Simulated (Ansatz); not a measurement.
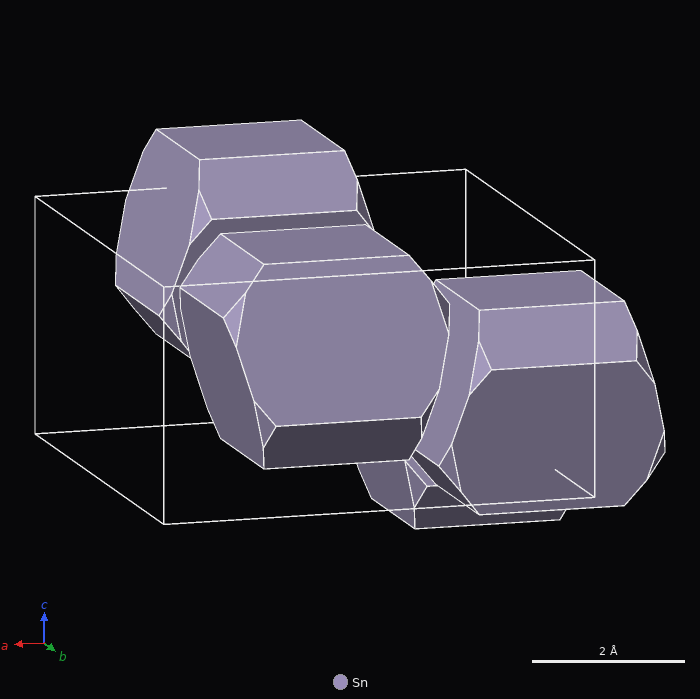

Computed Voronoi cells of the atoms in the unit cell of Sn (space group I4_1/amd (No. 141), a = 5.947 Å, b = 5.947 Å, c = 3.212 Å, α = 90.00°, β = 90.00°, γ = 90.00°), coloured by the element inside, shrunk a little to part them. Source: the geometry relaxed with DFT PBE, scalar-relativistic, plane waves, PAW in Ansatz 0.2.0.

| site | Wyckoff | x | y | z |
| --- | --- | --- | --- | --- |
| Sn | 4a | 0.0000 | 0.5000 | 0.2500 |

### What share of the volume falls to each element, and how large are the cells?

Sn: 28.4 Å³ per atom, 100 % of the volume. The partition uses no radii, so it reflects positions alone and not ionic sizes.
